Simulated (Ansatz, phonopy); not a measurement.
# Grüneisen parameters and expansion of Ca2Ir (hypothetical, Fm-3m), part 3 of 3

Which modes of Ca2Ir (hypothetical) drive its thermal expansion? The crystal structure is hypothetical: it was made by swapping elements on a known structure type.

Ansatz 0.2.0; DFT PBE, scalar-relativistic, plane waves, PAW.

So far. Step 8 (Single point at a scaled cell, V/V0 0.985): The run ends at a pressure of 0.74 GPa. Step 9 (Lattice dynamics at this volume, V/V0 0.985): No mode is imaginary beyond numerical noise at the solved wavevectors. The highest zone-centre mode (no LO–TO term) moved by +1.4 % for a volume change of -1.5 %.

### Step 10. A cell at another volume, V/V0 1.03

Symmetry fixes every atom, so a single point at the scaled cell gives the energy and pressure of this member.

The cell differs from the one that the last finished run ended in (a 4.842 → 4.915 Å, b 4.842 → 4.915 Å, c 4.842 → 4.915 Å).

Input file input.yaml:

```yaml
crystal:
  lattice:
    - [0.0, 3.475235287, 3.475235287]
    - [3.475235287, 0.0, 3.475235287]
    - [3.475235287, 3.475235287, 0.0]
  atoms:
    - { symbol: Ca, position: [0.75, 0.75, 0.75] }
    - { symbol: Ca, position: [0.25, 0.25, 0.25] }
    - { symbol: Ir, position: [0.0, 0.0, 0.0] }
kpoints:
  mp_grid: { grid: [12, 12, 12] }
hamiltonian:
  xc: pbe
scf:
  occupations: { method: methfessel_paxton, width: 0.15 }
output:
  forces: true
  stress: true
  eigenvalues: true
```

On the command line:

```sh
> ansatz run input.yaml --threads 4 --pin off --max-ram 8192MiB --backend cpu --events-out ev --progress --plain --runs-dir out
```

Numbers of over 12 decimals in the logs are rounded to 6 here.

The program printed:

```text
[...]
Crystal: 3 atoms, lattice volume = 83.943 Å³
Basis set: ecut = 420 eV, 1639 PW (Γ), exchange–correlation on 72×72×72 points (8 copies of the dense FFT grid, shifted against one another)
Bands: 23, of which v1, the nominal top of the filled ones, is band 19 counted from 1 (18 counted from 0)
Symmetry: 48 space group operations
[...]
k-points: 72 of 1728
[...]
P = ⅓ Tr σ = -1.3287 GPa (-13.287 kbar)
--- Band table (eV; the first three rows and the last of 72) ---
  k-point 0: bands = [... 15 lower, 7.3562, 7.3562, 7.3562, 9.6959, 9.6959, 9.6959, 11.9473, 11.9473]
  k-point 1: bands = [... 15 lower, 7.3389, 7.3544, 7.3544, 9.5585, 9.7424, 9.7424, 11.9453, 11.9453]
  k-point 2: bands = [... 15 lower, 7.2954, 7.3511, 7.3511, 9.2065, 9.8732, 9.8732, 11.9471, 11.9471]
  k-point 71: bands = [... 15 lower, 6.9042, 7.4279, 7.5348, 9.1569, 9.1569, 10.2791, 11.5315, 11.6870]
[key lines of the parts left out:]
SCF converged after 7 iterations
Free energy (F): -15569.618276 eV
Fermi energy:    8.527926 eV
```

Elapsed: 3.2 s, on 4 threads of Arm Neoverse N1, shared host; peak memory 0.43 GiB; 12 s of CPU time.

The run ends at a pressure of -1.33 GPa.

### Step 11. Phonons, V/V0 1.03

Phonons at this volume give one point of F(V, T); meshes stay fixed along the series.

input.yaml, the sections that differ from step 10:

```yaml
output:
  eigenvalues: true
phonons:
  method: dfpt
  qmesh: [2, 2, 2]
  temperatures: { t_max: 1000, t_step: 50 }
  qpath:
    path:
      - [[0.0, 0.0, 0.0], [0.5, 0.0, 0.5], [0.625, 0.25, 0.625]]
      - [[0.375, 0.375, 0.75], [0.0, 0.0, 0.0], [0.5, 0.5, 0.5], [0.5, 0.25, 0.75], [0.5, 0.0, 0.5]]
    npoints: 10
# crystal, kpoints, hamiltonian, scf: as in step 10
```

The program printed:

```text
[...]
Crystal: 3 atoms, lattice volume = 83.943 Å³
Basis set: ecut = 420 eV, 1639 PW (Γ), exchange–correlation on 72×72×72 points (8 copies of the dense FFT grid, shifted against one another)
Bands: 23, of which v1, the nominal top of the filled ones, is band 19 counted from 1 (18 counted from 0)
Symmetry: 48 space group operations
k-points: 72 of 1728
[...]
k-point 71: bands = [... 15 lower, 6.9042, 7.4278, 7.5348, 9.1568, 9.1568, 10.2791, 11.5315, 11.6869]
[...]
ASR residual: 2.930e-5 → 0.000e0 eV/Å²; symmetrization residual: 2.353e-6 eV/Å²
  ASR residual per site (eV/Å²): 2.09e-5 2.09e-5 2.93e-5
  Γ frequencies (cm⁻¹): 0.00 0.00 0.00 129.63 129.63 129.63 199.59 199.59 199.59
--- Phonons (arbitrary-q DFPT): 3 irreducible q on the 2×2×2 mesh ---
[...]
interpolated dispersion: 62 rows × 9 modes
[...]
[key lines of the parts left out:]
SCF converged after 10 iterations
Free energy (F): -15569.618276 eV
Fermi energy:    8.527896 eV
```

It took 3.7 min on 4 threads; peak memory 2.2 GiB; 14 min of CPU time.

No mode is imaginary beyond numerical noise at the solved wavevectors. The highest zone-centre mode (no LO–TO term) moved by -2.8 % for a volume change of +3.0 %.

### Step 12. Single point at a scaled cell, V/V0 0.97

Symmetry fixes every atom, so a single point at the scaled cell gives the energy and pressure of this member.

The cell differs from the one that the last finished run ended in (a 4.915 → 4.817 Å, b 4.915 → 4.817 Å, c 4.915 → 4.817 Å).

input.yaml, the sections that differ from step 11:

```yaml
crystal:
  lattice:
    - [0.0, 3.4064005682, 3.4064005682]
    - [3.4064005682, 0.0, 3.4064005682]
    - [3.4064005682, 3.4064005682, 0.0]
  atoms:
    - { symbol: Ca, position: [0.75, 0.75, 0.75] }
    - { symbol: Ca, position: [0.25, 0.25, 0.25] }
    - { symbol: Ir, position: [0.0, 0.0, 0.0] }
output:
  forces: true
  stress: true
  eigenvalues: true
# kpoints, hamiltonian, scf: as in step 11
# phonons: removed
```

The program printed:

```text
[...]
Crystal: 3 atoms, lattice volume = 79.053 Å³
Basis set: ecut = 420 eV, 1471 PW (Γ), exchange–correlation on 72×72×72 points (8 copies of the dense FFT grid, shifted against one another)
Bands: 23, of which v1, the nominal top of the filled ones, is band 19 counted from 1 (18 counted from 0)
Symmetry: 48 space group operations
[...]
k-points: 72 of 1728
[...]
--- Band table (eV; the first three rows and the last of 72) ---
  k-point 0: bands = [... 15 lower, 7.9788, 7.9788, 7.9788, 10.3557, 10.3557, 10.3557, 12.7796, 12.7796]
  k-point 1: bands = [... 15 lower, 7.9586, 7.9752, 7.9752, 10.2223, 10.4073, 10.4073, 12.7768, 12.7768]
  k-point 2: bands = [... 15 lower, 7.9079, 7.9666, 7.9666, 9.8793, 10.5530, 10.5530, 12.7769, 12.7769]
  k-point 71: bands = [... 15 lower, 7.4860, 8.0198, 8.1211, 9.9351, 9.9351, 11.0790, 12.3448, 12.4544]
[key lines of the parts left out:]
SCF converged after 8 iterations
Free energy (F): -15569.617302 eV
Fermi energy:    9.244890 eV
P = ⅓ Tr σ = 1.5333 GPa (15.333 kbar)
```

Wall time 3.1 s (4 threads); peak memory 0.42 GiB; 11 s of CPU time.

The run ends at a pressure of 1.53 GPa.

### Step 13. Phonons, V/V0 0.97

The same q-mesh and k-mesh are kept at every volume, so that much of their error can cancel in the differences.

input.yaml, the sections that differ from step 12:

```yaml
output:
  eigenvalues: true
phonons:
  method: dfpt
  qmesh: [2, 2, 2]
  temperatures: { t_max: 1000, t_step: 50 }
  qpath:
    path:
      - [[0.0, 0.0, 0.0], [0.5, 0.0, 0.5], [0.625, 0.25, 0.625]]
      - [[0.375, 0.375, 0.75], [0.0, 0.0, 0.0], [0.5, 0.5, 0.5], [0.5, 0.25, 0.75], [0.5, 0.0, 0.5]]
    npoints: 10
# crystal, kpoints, hamiltonian, scf: as in step 12
```

The program printed:

```text
[...]
Crystal: 3 atoms, lattice volume = 79.053 Å³
Basis set: ecut = 420 eV, 1471 PW (Γ), exchange–correlation on 72×72×72 points (8 copies of the dense FFT grid, shifted against one another)
Bands: 23, of which v1, the nominal top of the filled ones, is band 19 counted from 1 (18 counted from 0)
Symmetry: 48 space group operations
k-points: 72 of 1728
[...]
k-point 71: bands = [... 15 lower, 7.4860, 8.0199, 8.1212, 9.9351, 9.9351, 11.0791, 12.3448, 12.4544]
[...]
ASR residual: 1.528e-4 → 0.000e0 eV/Å²; symmetrization residual: 2.289e-6 eV/Å²
  ASR residual per site (eV/Å²): 3.59e-5 3.59e-5 1.53e-4
  Γ frequencies (cm⁻¹): 0.00 0.00 0.00 144.84 144.84 144.84 211.10 211.10 211.10
--- Phonons (arbitrary-q DFPT): 3 irreducible q on the 2×2×2 mesh ---
[...]
interpolated dispersion: 62 rows × 9 modes
[...]
[key lines of the parts left out:]
SCF converged after 10 iterations
Free energy (F): -15569.617302 eV
Fermi energy:    9.244905 eV
```

Run time: 3.6 min. Hardware: 4 threads; peak memory 2.1 GiB.

No mode is imaginary beyond numerical noise at the solved wavevectors. The highest zone-centre mode (no LO–TO term) moved by +2.8 % for a volume change of -3.0 %.

### Step 14. A cell at another volume, V/V0 1.05

Symmetry fixes every atom, so a single point at the scaled cell gives the energy and pressure of this member.

The cell differs from the one that the last finished run ended in (a 4.817 → 4.946 Å, b 4.817 → 4.946 Å, c 4.817 → 4.946 Å).

input.yaml, the sections that differ from step 13:

```yaml
crystal:
  lattice:
    - [0.0, 3.4975846812, 3.4975846812]
    - [3.4975846812, 0.0, 3.4975846812]
    - [3.4975846812, 3.4975846812, 0.0]
  atoms:
    - { symbol: Ca, position: [0.75, 0.75, 0.75] }
    - { symbol: Ca, position: [0.25, 0.25, 0.25] }
    - { symbol: Ir, position: [0.0, 0.0, 0.0] }
output:
  forces: true
  stress: true
  eigenvalues: true
# kpoints, hamiltonian, scf: as in step 13
# phonons: removed
```

The program printed:

```text
[...]
Crystal: 3 atoms, lattice volume = 85.573 Å³
Basis set: ecut = 420 eV, 1687 PW (Γ), exchange–correlation on 72×72×72 points (8 copies of the dense FFT grid, shifted against one another)
Bands: 23, of which v1, the nominal top of the filled ones, is band 19 counted from 1 (18 counted from 0)
Symmetry: 48 space group operations
[...]
k-points: 72 of 1728
[...]
P = ⅓ Tr σ = -2.1095 GPa (-21.095 kbar)
--- Band table (eV; the first three rows and the last of 72) ---
  k-point 0: bands = [... 15 lower, 7.1650, 7.1650, 7.1650, 9.4917, 9.4917, 9.4917, 11.6895, 11.6895]
  k-point 1: bands = [... 15 lower, 7.1485, 7.1637, 7.1637, 9.3532, 9.5366, 9.5366, 11.6876, 11.6876]
  k-point 2: bands = [... 15 lower, 7.1069, 7.1620, 7.1620, 8.9989, 9.6630, 9.6630, 11.6900, 11.6900]
  k-point 71: bands = [... 15 lower, 6.7246, 7.2451, 7.3537, 8.9183, 8.9183, 10.0325, 11.2816, 11.4481]
[key lines of the parts left out:]
SCF converged after 7 iterations
Free energy (F): -15569.600723 eV
Fermi energy:    8.307534 eV
```

Wall time 3.3 s (4 threads); peak memory 0.43 GiB; 12 s of CPU time.

The run ends at a pressure of -2.11 GPa.

### Step 15. Lattice dynamics at this volume, V/V0 1.05

Phonons at this volume give one point of F(V, T); meshes stay fixed along the series.

input.yaml, the sections that differ from step 14:

```yaml
output:
  eigenvalues: true
phonons:
  method: dfpt
  qmesh: [2, 2, 2]
  temperatures: { t_max: 1000, t_step: 50 }
  qpath:
    path:
      - [[0.0, 0.0, 0.0], [0.5, 0.0, 0.5], [0.625, 0.25, 0.625]]
      - [[0.375, 0.375, 0.75], [0.0, 0.0, 0.0], [0.5, 0.5, 0.5], [0.5, 0.25, 0.75], [0.5, 0.0, 0.5]]
    npoints: 10
# crystal, kpoints, hamiltonian, scf: as in step 14
```

The program printed:

```text
[...]
Crystal: 3 atoms, lattice volume = 85.573 Å³
Basis set: ecut = 420 eV, 1687 PW (Γ), exchange–correlation on 72×72×72 points (8 copies of the dense FFT grid, shifted against one another)
Bands: 23, of which v1, the nominal top of the filled ones, is band 19 counted from 1 (18 counted from 0)
Symmetry: 48 space group operations
k-points: 72 of 1728
[...]
k-point 71: bands = [... 15 lower, 6.7246, 7.2450, 7.3537, 8.9183, 8.9183, 10.0325, 11.2815, 11.4481]
[...]
ASR residual: 3.963e-5 → 0.000e0 eV/Å²; symmetrization residual: 2.920e-6 eV/Å²
  ASR residual per site (eV/Å²): 3.74e-5 3.74e-5 3.96e-5
  Γ frequencies (cm⁻¹): 0.00 0.00 0.00 124.79 124.79 124.79 195.85 195.85 195.85
--- Phonons (arbitrary-q DFPT): 3 irreducible q on the 2×2×2 mesh ---
[...]
interpolated dispersion: 62 rows × 9 modes
[...]
[key lines of the parts left out:]
SCF converged after 10 iterations
Free energy (F): -15569.600723 eV
Fermi energy:    8.307512 eV
```

Run time: 3.7 min. Hardware: 4 threads; peak memory 2.2 GiB; 15 min of CPU time.

No mode is imaginary beyond numerical noise at the solved wavevectors. The highest zone-centre mode (no LO–TO term) moved by -4.6 % for a volume change of +5.0 %.

### Step 16. How the modes move with volume

This step: DFT PBE, scalar-relativistic, plane waves, PAW (phonopy 4.10.0).

This step gave:

```yaml
share_of_modes_with_a_negative_grueneisen_parameter: 0
```

Mean Grüneisen, by row:

| T (K) | heat-capacity-weighted mean | root mean square |
| --- | --- | --- |
| 50 | 1.235 | 1.331 |
| 100 | 1.32 | 1.394 |
| 200 | 1.338 | 1.404 |
| 300 | 1.341 | 1.406 |
| 500 | 1.343 | 1.406 |
| 800 | 1.343 | 1.407 |

Table of mean mode Grueneisen parameter by wavenumber:

| wavenumber (cm⁻¹) | mean mode Grueneisen parameter |
| --- | --- |
| 3.8 | - |
| 26.6 | 0.926 |
| 49.5 | 0.736 |
| 79.9 | 1.43 |
| 102.7 | 1.93 |
| 125.5 | 1.74 |
| 148.4 | 1.6 |
| 178.8 | 1.35 |
| 201.6 | 1.26 |
| 224.5 | 1.24 |

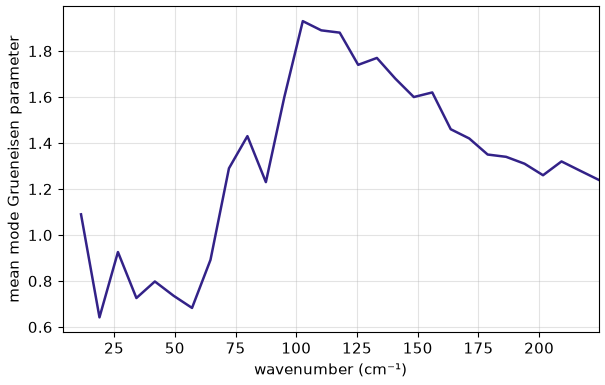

Mean mode Grueneisen parameter, plotted against wavenumber.

Volume series, by row:

| V/V0 | V (Å³/atom) | pressure (GPa) | E - E0 (meV/atom) | gap (eV) | zero-point energy (meV/atom) | lowest on the path (cm⁻¹) | highest at Gamma without the LO-TO term (cm⁻¹) |
| --- | --- | --- | --- | --- | --- | --- | --- |
| 0.97 | 26.35 | 1.533 | 3.795 | 0 | 24.76 | 0 | 211.1 |
| 0.985 | 26.76 | 0.737 | 0.922 | 0 | 24.25 | 0 | 208.2 |
| 1 | 27.17 | -0.003 | 0 | 0 | 23.75 | 0 | 205.3 |
| 1.015 | 27.57 | -0.691 | 0.892 | 0 | 23.26 | 0 | 202.4 |
| 1.03 | 27.98 | -1.329 | 3.467 | 0 | 22.77 | 0 | 199.6 |
| 1.05 | 28.52 | -2.11 | 9.315 | 0 | 22.13 | 0 | 195.8 |

Optical frequency at Gamma without the LO-TO term against V/V0:

| V/V0 | mode 4 (cm⁻¹) | mode 7 (cm⁻¹) |
| --- | --- | --- |
| 0.9700 | 145 | 211 |
| 0.9850 | 141 | 208 |
| 1.0000 | 137 | 205 |
| 1.0150 | 133 | 202 |
| 1.0300 | 130 | 200 |
| 1.0500 | 125 | 196 |

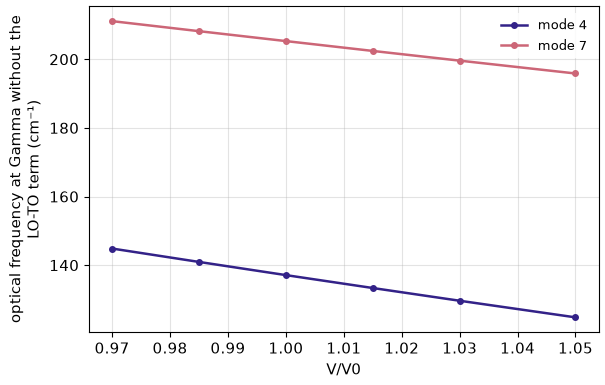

Optical frequency at Gamma without the LO-TO term against V/V0.

Grüneisen at points, by row:

| point | branch | frequency (cm⁻¹) | mode Grüneisen parameter |
| --- | --- | --- | --- |
| Γ | 4 | 137.1 | 1.85 |
| Γ | 7 | 205.3 | 0.93 |
| X | 1 | 65.1 | 2.95 |
| X | 2 | 71.3 | 0.97 |
| X | 4 | 91.8 | 2.32 |
| X | 6 | 95.9 | 1.07 |
| X | 7 | 195.1 | 1.47 |
| X | 9 | 229.3 | 1.22 |
| U | 1 | 68.5 | 0.89 |
| U | 2 | 71.5 | 2.34 |
| U | 3 | 79.2 | 1.02 |
| U | 4 | 88.1 | 0.95 |
| U | 5 | 111.3 | 1.83 |
| U | 6 | 115.4 | 2.21 |
| U | 7 | 188.7 | 1.45 |
| U | 8 | 190 | 1.47 |
| U | 9 | 221 | 1.26 |
| K | 1 | 68.5 | 0.89 |
| K | 2 | 71.5 | 2.34 |
| K | 3 | 79.2 | 1.02 |
| K | 4 | 88.1 | 0.95 |
| K | 5 | 111.3 | 1.83 |
| K | 6 | 115.4 | 2.21 |
| K | 7 | 188.7 | 1.45 |
| K | 8 | 190 | 1.47 |
| K | 9 | 221 | 1.26 |
| L | 1 | 56.7 | 0.32 |
| L | 3 | 93.1 | 1.1 |
| L | 4 | 149 | 1.55 |
| L | 5 | 158.4 | 1.69 |
| L | 7 | 169.3 | 1.23 |
| L | 9 | 172.4 | 1.52 |
| W | 1 | 71.4 | 1.07 |
| W | 2 | 78.2 | 2.4 |
| W | 3 | 82.5 | 2.66 |
| W | 6 | 153.7 | 1.69 |
| W | 8 | 212.8 | 1.32 |
| W | 9 | 213.5 | 1.32 |

### Step 17. Quasi-harmonic fit by phonopy

Numbers from this step:

* volume expansion coefficient at 300 K: 45.12 1e-6/K
* isothermal bulk modulus at 300 K: 44.37 GPa
* C_P at 300 K: 24.56 J/mol-atom/K
* Grüneisen parameter at 300 K: 1.379

The energy (each curve on its own zero) by volume; values in meV/atom:

| volume (Å³/atom) | static | F at 0 K | F at 300 K | F at 1000 K |
| --- | --- | --- | --- | --- |
| 26.351 | 3.8 | 5.07 | 7.94 | 17.1 |
| 26.758 | 0.92 | 1.69 | 3.47 | 9.15 |
| 27.166 | 0 | 0.26 | 0.94 | 3.04 |
| 27.573 | 0.89 | 0.66 | 0.2 | -1.33 |
| 27.981 | 3.47 | 2.75 | 1.12 | -4.1 |
| 28.524 | 9.31 | 7.96 | 4.72 | -5.51 |

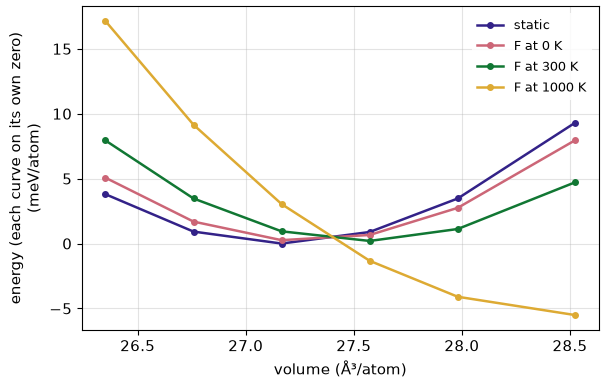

Energy (each curve on its own zero) against volume.

Phonopy-qha, vinet fit of F(V) at each temperature; no electronic free energy. Qha vinet, by row:

| T (K) | fitted volume (Å³/atom) | alpha_V (1e-6/K) | B_T (GPa) | C_P (J/mol-atom/K) | Grueneisen |
| --- | --- | --- | --- | --- | --- |
| 100 | 27.32 | 32.38 | 46.41 | 18.77 | 1.322 |
| 150 | 27.37 | 38.83 | 45.92 | 21.97 | 1.351 |
| 200 | 27.43 | 41.91 | 45.42 | 23.37 | 1.363 |
| 250 | 27.49 | 43.77 | 44.9 | 24.1 | 1.372 |
| 300 | 27.55 | 45.12 | 44.37 | 24.56 | 1.379 |
| 350 | 27.61 | 46.24 | 43.84 | 24.87 | 1.386 |
| 400 | 27.67 | 47.23 | 43.3 | 25.12 | 1.394 |
| 450 | 27.74 | 48.17 | 42.75 | 25.32 | 1.401 |
| 500 | 27.81 | 49.08 | 42.2 | 25.5 | 1.408 |
| 550 | 27.88 | 49.99 | 41.64 | 25.66 | 1.415 |
| 600 | 27.95 | 50.91 | 41.07 | 25.81 | 1.423 |
| 650 | 28.02 | 51.85 | 40.5 | 25.96 | 1.431 |
| 700 | 28.09 | 52.81 | 39.92 | 26.11 | 1.439 |
| 750 | 28.17 | 53.8 | 39.33 | 26.26 | 1.447 |

Volume expansion coefficient, phonopy-qha, Vinet against temperature:

| temperature (K) | volume expansion coefficient, phonopy-qha, Vinet (1e-6/K) |
| --- | --- |
| 75 | 26.1 |
| 125 | 36.3 |
| 150 | 38.8 |
| 200 | 41.9 |
| 250 | 43.8 |
| 275 | 44.5 |
| 325 | 45.7 |
| 375 | 46.7 |
| 400 | 47.2 |
| 450 | 48.2 |
| 475 | 48.6 |
| 525 | 49.5 |
| 575 | 50.5 |
| 600 | 50.9 |
| 650 | 51.9 |
| 700 | 52.8 |
| 725 | 53.3 |
| 775 | 54.3 |

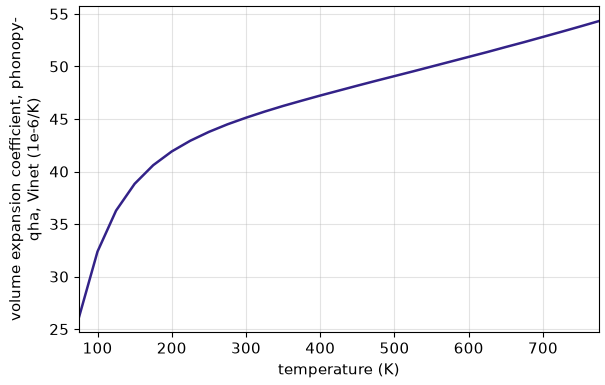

Volume expansion coefficient, phonopy-qha, Vinet, plotted against temperature.

The fit gives a volume expansion of 45.1 × 10⁻⁶/K at 300 K.

### Step 18. Summary of results

```
volume expansion coefficient at 300 K  : 45.12 1e-6/K
isothermal bulk modulus at 300 K       : 44.37 GPa
C_P at 300 K                           : 24.56 J/mol-atom/K
Grüneisen parameter at 300 K           : 1.379
mean mode Grüneisen parameter at 300 K : 1.34
```

What this shows: Near room temperature Ca2Ir (hypothetical) expands by 45.1 × 10⁻⁶/K in volume by PBE, with C_P = 24.6 J/(mol K) per mole of atoms and B_T = 44.4 GPa. The q-mesh is coarse, and the expansion can converge slowly with it. The table stops at 775 K because beyond it the fitted volume comes within 1 % of the largest computed cell, where the fit loses its support. C_P at room temperature is 98 % of the classical 3R an atom. The fit leaves out the electrons' free energy, which adds to C_P and to the expansion of a metal at high temperature. The heat-capacity-weighted Grüneisen parameter goes from 1.24 at 50 K to 1.34 at 800 K. Weighting γ by the density of states and each mode's heat capacity at 300 K, modes below 80 cm⁻¹ give about 18 % of the sum of γC that drives the expansion, those up to 150 cm⁻¹ 45 % and the rest 37 %. Among the labelled points γ is largest for branch 1 at X (65.1 cm⁻¹, 3.0) and smallest for branch 1 at L (56.7 cm⁻¹, 0.32). The program warned that a few bands missed the eigensolver's threshold in at least one of the runs.

[Logs are printed without paths, hosts, clocks, repeated set-up lines and the standing remarks that a program may print on its own settings, such as how far it seeks lower states.]

[Hosts, paths, dates, database ids (printed as entryN), source tags and the programs' standing remarks are cut or masked in the printed files.]

[A step with changed settings may run another functional than the one named; its input shows which.]

[Of the runs on displaced cells, only some may be shown.]
